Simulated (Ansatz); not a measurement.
# SiAsH (triplet): RPA-PBE over vertical spin and charge gaps, cc-pVDZ

How well do these functionals follow the top wave-function level for SiAsH (triplet) over vertical spin and charge gaps?

The runs use Ansatz 0.2.0, Gaussian basis; cc-pVDZ, all electrons in the functionals, frozen cores in the correlation of double hybrids and RPA.

To be run: RPA-PBE, at charge 0, triplet; charge 0, singlet; charge 0, quintet; charge 1, doublet; charge 1, quartet.

6 further runs of the same task are left out: 6 set aside as unsound or not needed. Runs told in other sessions of the task aren't counted.

## (1) The geometry

The geometry is a PBE0/def2-TZVP stationary point (not a proven minimum). No spin-orbit coupling is included. The filled d shell of As may be among the frozen orbitals whatever the setting's name suggests.

3 atoms, charge 0, spin multiplicity 3.

Atoms are counted from 1 here; the program's logs count them from 0.

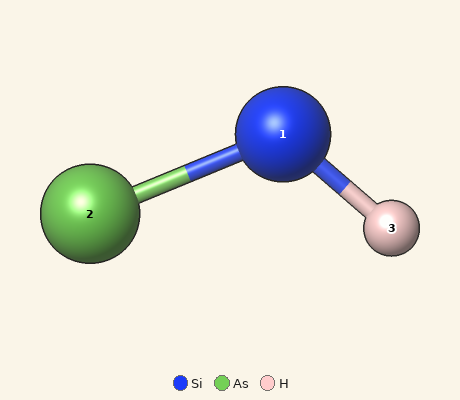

The structure; silicon blue, arsenic green, hydrogen pink; atoms are numbered from 1 in the order of the file.

No dispersion term is added.

The geometry shown and the zero of energy belong to the point charge 0, triplet. The yardstick, UCCSDTQ, and other wave-function levels (R restricted, U unrestricted, valence and pair active spaces) come from earlier runs.

## (2) RPA-PBE, charge 0, triplet

Input file in.yaml:

```yaml
crystal:
  periodic: [false, false, false]
  atoms:
    - {symbol: Si, position_ang: [0.000000, -0.104364, 1.571806]}
    - {symbol: As, position_ang: [0.000000, 0.022917, -0.620554]}
    - {symbol: H, position_ang: [0.000000, 1.204585, 2.329445]}
basis:
  gaussian: {orbitals: cc-pVDZ}
magnetization: {spin_polarized: true, initial_magnetization: 2}
hamiltonian: {xc: {name: PBE}}
correlation: {method: rpa, electrons: outside_noble_gas}
```

Launch:

```
$ ansatz run in.yaml --threads 1 --pin off --events-out ev --progress --plain --max-ram 4096MiB --backend cpu
```

Standard output:

```text
Functional definition: PBE
  name "PBE"
  cite "Perdew, Burke & Ernzerhof, Phys. Rev. Lett. 77, 3865 (1996) doi:10.1103/PhysRevLett.77.3865"
  parent pbe
  parameter kappa = 0.804
  parameter beta = 0.06672455060314922
  exchange = pbe_x(kappa = kappa, mu = beta*pi^2/3)
  correlation = pbe_c(beta = beta)
557 factors; integrals over basis functions are off by at most 1.1e-3 eV
mean field evaluation 1: about -68717.8758 eV, gradient 7.3e0 eV
mean field evaluation 2: about -68717.8759 eV, gradient 7.3e0 eV
mean field evaluation 4: about -68717.9048 eV, gradient 8.6e0 eV
mean field evaluation 8: about -68718.6136 eV, gradient 1.9e-1 eV
mean field evaluation 16: about -68718.6139 eV, gradient 3.9e-5 eV
mean field evaluation 32: about -68716.7521 eV, gradient 6.7e0 eV
mean field evaluation 64: about -68717.3592 eV, gradient 7.6e-1 eV
mean field evaluation 96: about -68718.6054 eV, gradient 5.0e-1 eV
mean field evaluation 128: about -68717.1582 eV, gradient 1.8e0 eV
mean field evaluation 160: about -68718.6130 eV, gradient 1.6e-1 eV
mean field -68718.61392323 eV, -2525.3624825292 hartree, gradient 4.7e-6 eV, S^2 2.004351; 15 other end points of the search recorded, 0 dependent functions left out
19 core orbitals not correlated: weight in the atoms' cores, before any rotation towards them, 1.000 or more for the frozen orbitals, at most 0.000 for the correlated occupied ones
reference -68670.28343485 eV, -2523.5863698408 hartree; 6, 4 occupied and 25, 27 virtual orbitals, 557 factors
Total energy: -68678.82266805 eV, -2523.9001808728 hartree
```

Wall time 9 s (1 thread of AMD EPYC 7R13, shared host).

From the report: ⟨S²⟩ of the determinant 2.004 (pure triplet: 2.00).

## (3) RPA-PBE, charge 0, singlet

Changes to in.yaml since step 2:

```diff
@@ -8,3 +8,3 @@
   gaussian: {orbitals: cc-pVDZ}
-magnetization: {spin_polarized: true, initial_magnetization: 2}
+magnetization: {spin_polarized: true, initial_magnetization: 0}
 hamiltonian: {xc: {name: PBE}}
```

Launched as before.

Standard output, cut to the lines that bear on the results:

```text
Functional definition: PBE
  name "PBE"
  cite "Perdew, Burke & Ernzerhof, Phys. Rev. Lett. 77, 3865 (1996) doi:10.1103/PhysRevLett.77.3865"
  parent pbe
[...]
557 factors; integrals over basis functions are off by at most 1.1e-3 eV
[...]
mean field -68719.33135013 eV, -2525.3888474817 hartree, gradient 2.8e-6 eV, S^2 0.079235; 13 other end points of the search recorded, 0 dependent functions left out
19 core orbitals not correlated: weight in the atoms' cores, before any rotation towards them, 1.000 or more for the frozen orbitals, at most 0.000 for the correlated occupied ones
reference -68669.94748772 eV, -2523.5740240114 hartree; 5, 5 occupied and 26, 26 virtual orbitals, 557 factors
Total energy: -68679.63166193 eV, -2523.9299108494 hartree
```

Wall time 11 s (1 thread of AMD EPYC 7R13, shared host).

From the report: ⟨S²⟩ of the determinant 0.079 (pure singlet: 0.00).

From charge 0, triplet: -78.1 kJ/mol.

## (4) RPA-PBE, charge 0, quintet

Changes to in.yaml since step 3:

```diff
@@ -8,3 +8,3 @@
   gaussian: {orbitals: cc-pVDZ}
-magnetization: {spin_polarized: true, initial_magnetization: 0}
+magnetization: {spin_polarized: true, initial_magnetization: 4}
 hamiltonian: {xc: {name: PBE}}
```

The command is unchanged.

Standard output, cut to the lines that bear on the results:

```text
Functional definition: PBE
  name "PBE"
  cite "Perdew, Burke & Ernzerhof, Phys. Rev. Lett. 77, 3865 (1996) doi:10.1103/PhysRevLett.77.3865"
  parent pbe
[...]
557 factors; integrals over basis functions are off by at most 1.1e-3 eV
[...]
mean field -68716.84310614 eV, -2525.2974062016 hartree, gradient 6.6e-6 eV, S^2 6.003705; 0 other end points of the search recorded, 0 dependent functions left out
19 core orbitals not correlated: weight in the atoms' cores, before any rotation towards them, 0.999 or more for the frozen orbitals, at most 0.000 for the correlated occupied ones
reference -68669.79072177 eV, -2523.5682629690 hartree; 7, 3 occupied and 24, 28 virtual orbitals, 557 factors
Total energy: -68677.07562295 eV, -2523.8359781498 hartree
```

Wall time 1.3 s (1 thread of AMD EPYC 7R13, shared host).

From the report: ⟨S²⟩ of the determinant 6.004 (pure quintet: 6.00).

From charge 0, triplet: +168.6 kJ/mol.

## (5) RPA-PBE, charge 1, doublet

Changes to in.yaml since step 4:

```diff
@@ -8,3 +8,4 @@
   gaussian: {orbitals: cc-pVDZ}
-magnetization: {spin_polarized: true, initial_magnetization: 4}
+total_charge: 1
+magnetization: {spin_polarized: true, initial_magnetization: 1}
 hamiltonian: {xc: {name: PBE}}
```

Launched as before.

Standard output, cut to the lines that bear on the results:

```text
Functional definition: PBE
  name "PBE"
  cite "Perdew, Burke & Ernzerhof, Phys. Rev. Lett. 77, 3865 (1996) doi:10.1103/PhysRevLett.77.3865"
  parent pbe
[...]
557 factors; integrals over basis functions are off by at most 1.1e-3 eV
[...]
mean field -68710.64159638 eV, -2525.0695049212 hartree, gradient 9.3e-6 eV, S^2 0.903651; 13 other end points of the search recorded, 0 dependent functions left out
19 core orbitals not correlated: weight in the atoms' cores, before any rotation towards them, 1.000 or more for the frozen orbitals, at most 0.000 for the correlated occupied ones
reference -68662.57914689 eV, -2523.3032424804 hartree; 5, 4 occupied and 26, 27 virtual orbitals, 557 factors
Total energy: -68670.96380536 eV, -2523.6113729958 hartree
```

It took 9 s on 1 thread of AMD EPYC 7R13, shared host.

From the report: ⟨S²⟩ of the determinant 0.904 (pure doublet: 0.75).

From charge 0, triplet: +758.3 kJ/mol.

## (6) RPA-PBE, charge 1, quartet

Changes to in.yaml since step 5:

```diff
@@ -9,3 +9,3 @@
 total_charge: 1
-magnetization: {spin_polarized: true, initial_magnetization: 1}
+magnetization: {spin_polarized: true, initial_magnetization: 3}
 hamiltonian: {xc: {name: PBE}}
```

Launched as before.

Standard output, cut to the lines that bear on the results:

```text
Functional definition: PBE
  name "PBE"
  cite "Perdew, Burke & Ernzerhof, Phys. Rev. Lett. 77, 3865 (1996) doi:10.1103/PhysRevLett.77.3865"
  parent pbe
[...]
557 factors; integrals over basis functions are off by at most 1.1e-3 eV
[...]
mean field -68710.00173419 eV, -2525.0459904194 hartree, gradient 3.0e-6 eV, S^2 3.752338; 4 other end points of the search recorded, 0 dependent functions left out
19 core orbitals not correlated: weight in the atoms' cores, before any rotation towards them, 0.999 or more for the frozen orbitals, at most 0.000 for the correlated occupied ones
reference -68663.00948852 eV, -2523.3190572437 hartree; 6, 3 occupied and 25, 28 virtual orbitals, 557 factors
Total energy: -68670.30239020 eV, -2523.5870664372 hartree
```

It took 2.9 s on 1 thread of AMD EPYC 7R13, shared host.

From the report: ⟨S²⟩ of the determinant 3.752 (pure quartet: 3.75).

From charge 0, triplet: +822.1 kJ/mol.

## (7) Against the wave-function levels

The yardstick is UCCSDTQ, where the cluster series has nearly closed. It comes from earlier runs at the same points. Energies in kJ/mol, counted from charge 0, triplet; blanks weren't run or aren't comparable.

```
  level  triplet to singlet  triplet to quintet  ionisation to the doublet cation  ionisation to the quartet cation
UCCSDTQ               -76.6               158.9                             753.8                             811.5
RPA-PBE               -78.1               168.6                             758.3                             822.1
```

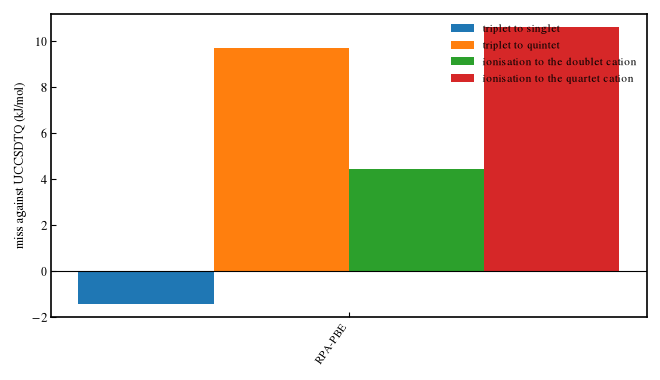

Misses of the gaps against UCCSDTQ.

Largest miss and mean time a point (UCCSDTQ took 42 s a point; shared hosts):

```
  level  largest miss (kJ/mol)                             where  time a point
RPA-PBE                  +10.6  ionisation to the quartet cation         6.5 s
```

## (8) Results

```
                                 quantity                                            value
              triplet to singlet, UCCSDTQ                                     -76.6 kJ/mol
              triplet to quintet, UCCSDTQ                                     158.9 kJ/mol
ionisation to the doublet cation, UCCSDTQ                                     753.8 kJ/mol
ionisation to the quartet cation, UCCSDTQ                                     811.5 kJ/mol
                    largest miss, RPA-PBE  +10.6 kJ/mol (ionisation to the quartet cation)
```

**Reading.** RPA-PBE strays by up to 10.6 kJ/mol, at ionisation to the quartet cation. Functionals and the yardstick converge differently with the basis, so part of each miss in cc-pVDZ is the basis.
